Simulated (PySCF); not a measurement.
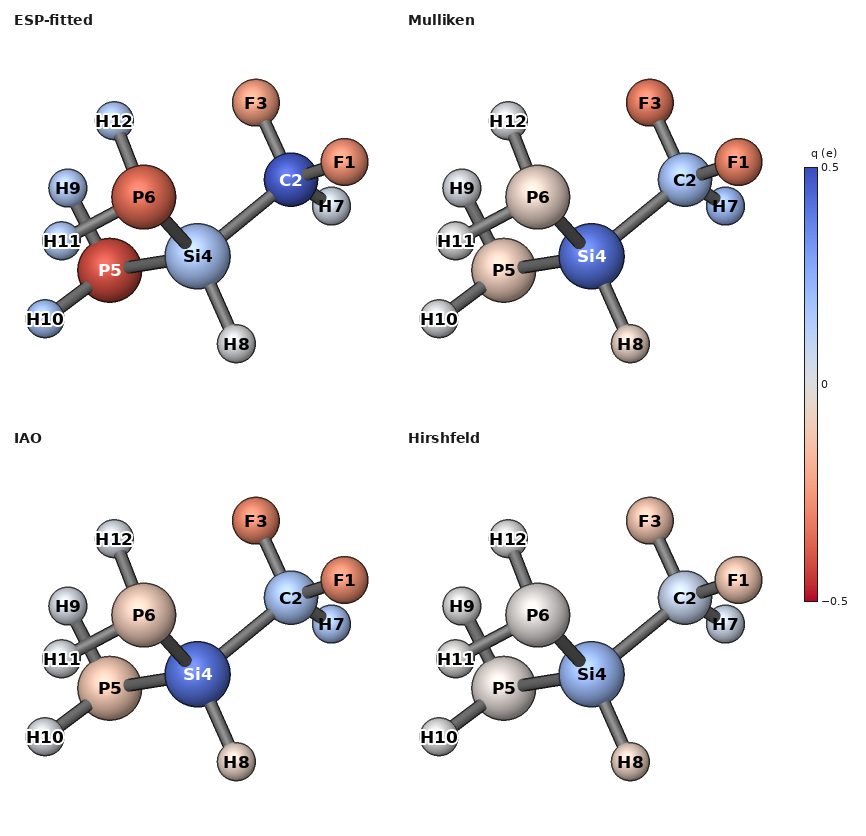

Atomic charges of one calculation by 4 schemes, on one colour scale. The geometry was computed by an optimisation with PBE0-D3(BJ)/def2-SVP. No frequency run is at hand to confirm it as a minimum. Method: PBE0/6-31G (PySCF 2.14.0).

**Which scheme gives the most polar picture (largest mean size of the charges)?**

The ESP-fitted charges are the largest in size here, and the Hirshfeld charges the smallest.

**On which atom do the schemes disagree most?**

On C2 (from 0.07 to 0.46 e); P5 (from −0.41 to −0.02 e).

List the charges (e), one line for each set of equivalent atoms.

```
atom  ESP-fitted  Mulliken    IAO  Hirshfeld
  F1       −0.26     −0.30  −0.27      −0.11
  C2        0.46      0.17   0.16       0.07
  F3       −0.23     −0.31  −0.28      −0.12
 Si4        0.16      0.41   0.41       0.20
  P5       −0.41     −0.08  −0.11      −0.02
  P6       −0.35     −0.05  −0.09      −0.01
  H7        0.04      0.19   0.16       0.05
  H8        0.01     −0.06  −0.05      −0.06
  H9        0.14      0.02   0.03       0.00
 H10        0.17      0.01   0.02       0.00
 H11        0.14      0.00   0.01      −0.01
 H12        0.14      0.01   0.02       0.00
```
